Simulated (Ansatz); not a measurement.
# YHSe (P-6m2): phonons and vibrational spectra, part 3 of 3

Wanted: phonon frequencies of YHSe (P-6m2) and what follows from them.

Ansatz 0.2.0; DFT LDA, scalar-relativistic, plane waves, PAW.

So far. Step 3 (Relaxing to small forces for the phonons): The forces vanish by symmetry and the pressure is 0.000 GPa, within the tolerances set. The cell now holds 15.60 Å³/atom. Step 4 (Linear response at the zone centre): Before it was imposed, the acoustic sum rule was missed by 1.0e-4 eV/Å² and the charge sum rule by 0.0029 e. Small misses are needed for a sound result but don't prove that mesh and cutoff are converged. The relaxed cell has a = 3.764, c = 3.815 Å (conventional setting).

## (5) Response at finite wavevector

Stability and thermal properties need the whole zone. Linear response on a 3×3×4 q mesh gives force constants as far as a supercell of that size would, and the tensors from the zone-centre run are typed in so that the long-range dipole term is interpolated apart.

input.yaml reads:

```yaml
crystal:
  lattice:
    - [3.7637355768, 0.0, 0.0]
    - [-1.8818677884, 3.2594906226, 0.0]
    - [0.0, 0.0, 3.8146043145]
  atoms:
    - { symbol: "Y", position: [0.0, 0.0, 0.0] }
    - { symbol: H, position: [0.3333333333, 0.6666666667, 0.0] }
    - { symbol: Se, position: [0.6666666667, 0.3333333333, 0.5] }
kpoints:
  mp_grid: { grid: [9, 9, 8] }
hamiltonian:
  xc: lda
scf:
  occupations: { method: fixed }
output:
  eigenvalues: true
phonons:
  method: dfpt
  qmesh: [3, 3, 4]
  temperatures: { t_max: 1000, t_step: 50 }
  qpath:
    path:
      - [[0.0, 0.0, 0.0], [0.5, 0.0, 0.0], [0.33333333, 0.33333333, 0.0], [0.0, 0.0, 0.0], [0.0, 0.0, 0.5], [0.5, 0.0, 0.5], [0.33333333, 0.33333333, 0.5], [0.0, 0.0, 0.5]]
      - [[0.5, 0.0, 0.5], [0.5, 0.0, 0.0]]
      - [[0.33333333, 0.33333333, 0.5], [0.33333333, 0.33333333, 0.0]]
    npoints: 10
  non_analytic_term:
    high_frequency_dielectric_tensor: [[9.3179, 0.0, 0.0], [0.0, 9.3179, 0.0], [0.0, 0.0, 9.1566]]
    born_effective_charges:
      - { species: "Y", tensor: [[3.018, 0.0, 0.0], [0.0, 3.018, 0.0], [0.0, 0.0, 3.0754]] }
      - { species: H, tensor: [[-1.333, 0.0, 0.0], [0.0, -1.333, 0.0], [0.0, 0.0, -0.5869]] }
      - { species: Se, tensor: [[-1.6849, 0.0, 0.0], [0.0, -1.6849, 0.0], [0.0, 0.0, -2.4885]] }
    source: "zone-centre run at this cell"
```

The run is started by

```sh
$ ansatz run input.yaml --threads 4 --pin off --max-ram 7168MiB --backend cpu --events-out ev --progress --plain --runs-dir out
```

Numbers of over 12 decimals in the logs are rounded to 6 here.

Log:

```text
Warning: phonons: the dynamical matrix that this run interpolates holds no multipole term above the dipole-dipole one, and a site of this crystal is no centre of inversion, so its interpolated transverse optical and acoustic branches and sound speeds can stay off near Gamma, and the density of states and the thermodynamics with them. What a run solves at a wave vector of phonons.qpoints, Gamma apart, where the deck admits one, is free of this, and under fd what a larger phonons.supercell samples
[...]
Crystal: 3 atoms, lattice volume = 46.797 Å³
Basis set: ecut = 420 eV, 901 PW (Γ), exchange–correlation on 54×54×54 points (8 copies of the dense FFT grid, shifted against one another)
Bands: 18, of which v1, the nominal top of the filled ones, is band 14 counted from 1 (13 counted from 0)
Symmetry: 12 space group operations
k-points: 60 of 648 (time reversal used)
[...]
SCF iter   1: F=—  HF=-9149.151885 eV  |F-HF|=—  |Δ(HF+E_count)|=         —  Δρ=9.23e-3  dr2=3.24e-2  ethr=1.77e-3  ⟨swp⟩=4.2  Hψ=4329  notcnv=0  defer=62
[...]
SCF iter   8: F=-9149.141240 eV  HF=-9149.141240 eV  |F-HF|=0.00e0  |Δ(HF+E_count)|=  2.55e-11  Δρ=1.31e-7  dr2=2.80e-12  ethr=1.00e-12  ⟨swp⟩=6.7  Hψ=5529  notcnv=0
SCF 1 converged in 8 iterations: F = -9149.141240 eV  dr2 = 2.80e-12
[...]
DFPT response loops at q = (0, 0, 0) (fractional): preconditioner auto → none (the input reference at scf.mixing.eps_inf says where Resta's filter doesn't serve); β = 0.50; Broyden in place of MSR1
[...]
SCF converged after 8 iterations
Free energy (F): -9149.141240 eV
[...]
Internal energy: -9149.141240 eV  (E = F + TS)
E sigma→0 (E₀):  -9149.141240 eV
Fermi energy:    11.165319 eV
[...]
--- Band table (eV; the first three rows and the last of 60) ---
  k-point 0: bands = [... 10 lower, 7.4775, 9.4333, 9.4333, 9.4651, 12.4753, 15.1095, 15.1095, 15.2756]
  k-point 1: bands = [... 10 lower, 6.8649, 9.4988, 9.4988, 9.8999, 12.7510, 14.1725, 14.1725, 15.9684]
  k-point 2: bands = [... 10 lower, 5.8013, 9.6621, 9.6621, 10.5410, 13.3808, 13.3808, 13.5767, 15.8287]
  k-point 59: bands = [... 10 lower, 6.8370, 7.3613, 8.0331, 8.5816, 15.2707, 15.7005, 16.6010, 17.2374]
--- Phonons (Γ-DFPT): 6 representative perturbations + reference (Σ response iterations 18) ---
  ASR residual: 1.003e-4 → 0.000e0 eV/Å²; symmetrization residual: 5.231e-7 eV/Å²
  ASR residual per site (eV/Å²): 1.00e-4 6.37e-5 2.94e-5
  Γ frequencies (cm⁻¹): 0.00 0.00 0.00 196.64 196.64 216.01 705.50 1141.14 1141.14
--- Phonons (arbitrary-q DFPT): 9 irreducible q on the 3×3×4 mesh ---
  q = [0.0000, 0.0000, 0.0000] (star 1, of the zone-centre solve; hermiticity 1.16e-7, symmetrization 7.02e-13): -0.00 0.00 0.00 196.64 196.64 216.01 705.50 1141.14 1141.14
  q = [0.0000, 0.0000, 0.2500] (star 2, 6 solved perturbations in 888 linear systems a pass and spin channel, the states on 200 of 648 k-point pairs; hermiticity 7.26e-8, symmetrization 3.10e-12): 75.96 75.96 120.23 181.47 181.47 250.08 734.15 1154.31 1154.31
[...]
q = [0.0000, 0.3333, 0.0000] (star 6, 9 solved perturbations on 225 of 648 k-point pairs; hermiticity 7.58e-8, symmetrization 3.65e-14): 100.30 112.26 156.41 187.23 197.27 225.63 713.66 1143.83 1221.14
[...]
sum rule: each row above includes the acoustic sum rule's correction from the zone centre's row sums; it moved no ω² by more than (4.15 cm⁻¹)²
  mesh force constants: q→R imaginary residual 0.00e0; ASR residual 1.003e-4 → 0.000e0 eV/Å²; symmetrization residual 5.329e-15 eV/Å²
  interpolated dispersion: 94 rows × 9 modes
  density of states and harmonic sums: on the 21×21×16 q-mesh, interpolated from the force constants of a 3×3×4 supercell (with the dipole–dipole term of supplied tensors)
  largest difference from the sums on the solved wave vectors: F 1.96e-2 eV, S 2.68e-5 and C_V 7.08e-6 eV/K
  zero-point energy: 0.251808 eV/cell   skipped modes (ω ≤ 0): 3   left out of the sums: 4.72e-5 of the cell's modes: C_V's classical limit lies that fraction below 3 k_B per atom; for a crystal, a wire or a layer, F and S can be off by more, and a phonons.interpolated_qmesh denser along its periods is the remedy for the sampling
```

Elapsed: 3.4 min, on 4 threads of Arm Neoverse V2, shared host; peak memory 1 GiB.

Numbers from this step:

* sum-rule residual before enforcement: 1.00e-4 eV/Å²
* lowest frequency on the path: 0 cm⁻¹
* highest frequency on the path or at a solved wavevector: 1228 cm⁻¹
* mean frequency: 451.3 cm⁻¹
* Debye temperature (second moment): 1149 K
* logarithmic mean frequency: 295.1 cm⁻¹
* lowest mode on the q mesh (acoustic modes at Γ apart): 75.96 cm⁻¹
* zero-point energy per atom: 83.94 meV
* heat capacity at 300 K: 17.49 J/(mol atoms K)
* vibrational entropy at 300 K: 21.96 J/(mol atoms K)
* edges of the widest gap between branches, on path and mesh: 259.5, 705.5 cm⁻¹

Frequencies (cm⁻¹) solved at each irreducible wavevector; negative means imaginary. Frequencies by wavevector, by row:

```csv
q in reciprocal lattice units,star,mode 1,mode 2,mode 3,mode 4,mode 5,mode 6,mode 7,mode 8,mode 9
0 0 0,1,0,0,0,196.6,196.6,216,705.5,1141,1141
0 0 0.25,2,76,76,120.2,181.5,181.5,250.1,734.1,1154,1154
0 0 -0.5,1,135,135,142.7,142.7,198.2,217.2,732.5,1167,1167
0 0.3333 0,6,100.3,112.3,156.4,187.2,197.3,225.6,713.7,1144,1221
0 0.3333 0.25,12,118.9,119.7,172.2,179,197.8,213.6,714.4,1151,1200
0 0.3333 -0.5,6,136.2,153.5,154.8,158.5,208.1,210.8,716.1,1157,1184
0.3333 0.3333 0,2,149.9,158.5,167.8,170.7,207.7,209,722.9,1157,1180
0.3333 0.3333 0.25,4,137.5,155.2,165.2,194.7,200.1,205.8,715.1,1159,1181
0.3333 0.3333 -0.5,2,130.4,151.5,161.5,199.3,201.2,208.8,705.9,1159,1185
```

Interpolated from a 3×3×4 q mesh, with the LO-TO term (at Γ the limit along the path; where Γ stands inside the path, tables give the limit on arrival). The phonon branches at the labelled points (cm⁻¹):

```csv
point,branch 1,branch 2,branch 3,branch 4,branch 5,branch 6,branch 7,branch 8,branch 9
Γ,0,0,0,197,216,218,706,1141,1228
M,120,140,175,180,183,234,718,1141,1215
K,150,158,168,171,208,209,723,1157,1180
Γ,0,0,0,197,216,218,706,1141,1228
A,135,135,143,143,198,217,732,1167,1167
L,131,159,160,161,210,217,711,1154,1186
H,130,152,162,199,201,209,706,1159,1185
A,135,135,143,143,198,217,732,1167,1167
jump to L,131,159,160,161,210,217,711,1154,1186
M,120,140,175,180,183,234,718,1141,1215
jump to H,130,152,162,199,201,209,706,1159,1185
K,150,158,168,171,208,209,723,1157,1180
```

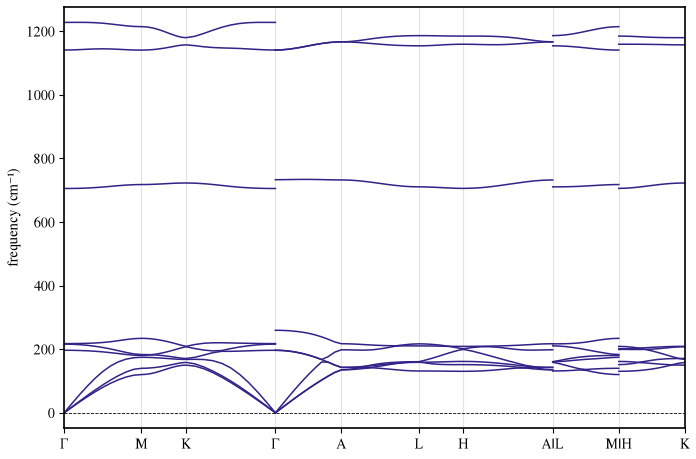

Phonon branches along the path.

The phonon density of states has structure finer than the step of the table below, so its rows give means over 50 cm⁻¹, whole bins alone (the curve runs from 5 to 1235 cm⁻¹). Peaks (cm⁻¹: height): 135.0: 0.0594, 195.0: 0.0599, 215.0: 0.0664, 715.0: 0.0750, 1155.0: 0.0599, 1185.0: 0.0365.

Tetrahedra on a 21×21×16 mesh, mean over bins of 10 cm-1. Interpolated from a 3×3×4 q mesh. Phonon density of states against wavenumber; means over each step:

```csv
wavenumber (cm⁻¹),phonon density of states (1/cm⁻¹/cell)
50,0.00254
100,0.0156
150,0.0455
200,0.0526
250,0.00366
300,0
350,0
400,0
450,0
500,0
550,0
600,0
650,0
700,0.0181
750,0.00186
800,0
850,0
900,0
950,0
1000,0
1050,0
1100,0
1150,0.0212
1200,0.0184
```

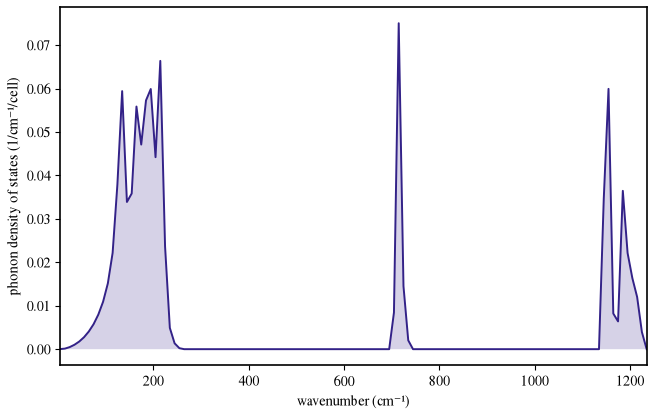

Phonon density of states, plotted against wavenumber.

The partial phonon density of states has structure finer than the step of the table below, so its rows give means over 50 cm⁻¹, whole bins alone (the curve runs from -10 to 1275 cm⁻¹). Peaks (cm⁻¹: height): H 717.4: 0.0377, 1153.8: 0.0380, 1186.1: 0.0244; Se 167.8: 0.0353; Y 135.5: 0.0200, 208.2: 0.0351.

Phonopy on the run's constants, 17x17x15 mesh, Gaussian sigma 9.2 cm-1. Interpolated from a 3×3×4 q mesh. The partial phonon density of states by wavenumber; means over each step; values in 1/cm⁻¹/cell:

```csv
wavenumber (cm⁻¹),H,Se,Y
50,1.2e-5,0.00131,0.00139
100,5.0e-5,0.00881,0.00800
150,8.1e-5,0.0276,0.0167
200,8.2e-5,0.0207,0.0296
250,8.5e-6,0.00149,0.00415
300,0,5.9e-7,5.9e-7
350,0,0,0
400,0,0,0
450,0,0,0
500,0,0,0
550,0,0,0
600,0,0,0
650,1.2e-6,0,0
700,0.0159,3.9e-5,1.7e-5
750,0.00404,6.2e-6,1.0e-5
800,0,0,0
850,0,0,0
900,0,0,0
950,0,0,0
1000,0,0,0
1050,0,0,0
1100,1.9e-4,0,7.2e-7
1150,0.0216,3.7e-6,1.0e-4
1200,0.0172,7.6e-6,4.4e-5
1250,8.8e-4,0,4.1e-6
```

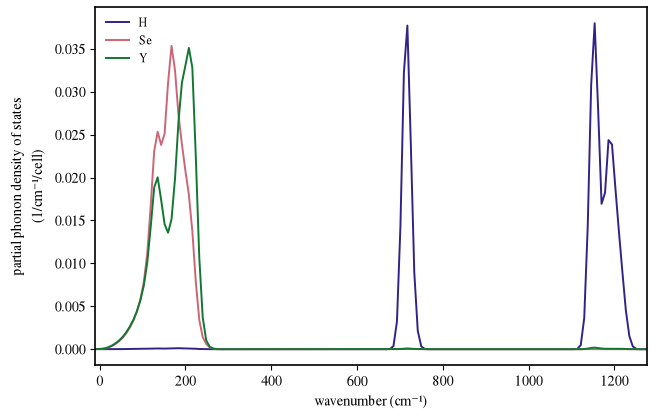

Partial phonon density of states against wavenumber.

Harmonic thermodynamic functions per atom, from the density of states. Interpolated from a 3×3×4 q mesh. Thermodynamic functions, by row:

```csv
T (K),F_vib (meV/atom),S (J/mol-atom/K),C_V (J/mol-atom/K)
0,83.94,0,0
50,83.77,1.326,3.797
100,81.86,6.275,10.52
200,70.4,15.34,15.22
300,50.92,21.96,17.49
400,25.33,27.24,19.25
500,-5.27,31.69,20.58
600,-40.15,35.53,21.56
700,-78.76,38.91,22.27
800,-120.7,41.92,22.79
900,-165.6,44.63,23.18
1000,-213.1,47.09,23.48
```

Harmonic mean-square displacement, third of the trace. Interpolated from a 3×3×4 q mesh. Mean square displacements, by row:

```csv
T (K),Y1 U_eq (Å²),H2 U_eq (Å²),Se3 U_eq (Å²)
0,0.0012,0.01772,0.00143
100,0.00168,0.01802,0.002
300,0.00394,0.01981,0.00476
600,0.00766,0.02576,0.00927
```

Symmetry leaves 9 wavevectors to solve. The lowest mode among them, the acoustic zeros apart, lies at q = (0, 0, 0.25) and is real, 76.0 cm⁻¹.

## (6) What came out

| Quantity | Value |
| --- | --- |
| space group after relaxation (within 0.01 Å) | P-6m2 |
| volume per atom | 15.6 Å³ |
| gap on the k-mesh | 1.31 eV |
| highest optical mode at the zone centre (no LO-TO term) | 1141 cm⁻¹ |
| top of the zone-centre spectrum with the field | 1228 cm⁻¹ |
| lowest optical zone-centre mode | 197 cm⁻¹ |
| mean high-frequency dielectric constant | 9.26 |
| mean static dielectric constant | 13.6 |
| largest Born charge (third of the trace) | 3.04 e |
| lowest mode on the q mesh (acoustic modes at Γ apart) | 76.0 cm⁻¹ |
| highest frequency on the path or at a solved wavevector | 1228 cm⁻¹ |
| zero-point energy per atom | 83.9 meV |
| heat capacity at 300 K | 17.5 J/(mol atoms K) |
| vibrational entropy at 300 K | 22.0 J/(mol atoms K) |
| Debye temperature (second moment) | 1149 K |
| imaginary modes on the 3×3×4 q mesh | none |

**Reading.** The structure is a minimum as far as tested: no mode is imaginary at the 9 irreducible wavevectors of the 3×3×4 mesh, and the softest away from the acoustic zeros lies at 76 cm⁻¹. Without the field, the optical modes at Γ span 197 to 1141 cm⁻¹. The highest mode in this list at Γ, 1141.1 cm⁻¹, is mostly motion of H (99 % of the kinetic energy). With the macroscopic field of the longitudinal modes the top of the zone-centre spectrum lies at 1228 cm⁻¹, against 1141 cm⁻¹ without it. Lattice motion raises the mean dielectric constant from 9.264 to 13.57. The strongest infrared line is at 1141 cm⁻¹. Averaged over orientations, the strongest Raman line at 532 nm and 300 K is at 197 cm⁻¹, among the modes without the field; their longitudinal partners can be Raman active too. The tensors are the static, non-resonant ones, while 532 nm light (2.33 eV) lies above the computed gap. On the path and the mesh, the widest gap between branches runs from 260 to 706 cm⁻¹. With the field response the log warns that the k mesh is coarse for the force constants too, so the frequencies may not be converged. The program warns that the interpolation holds no quadrupole term, so branches close to Γ can be off in this crystal. These are harmonic frequencies at zero temperature: anharmonic shifts, linewidths and thermal expansion are left out.

[Logs are printed without paths, hosts, clocks, repeated set-up lines and the standing remarks that a program may print on its own settings, such as how far it seeks lower states.]

[Hosts, paths, dates, database ids (printed as entryN), source tags and the programs' standing remarks are cut or masked in the printed files.]
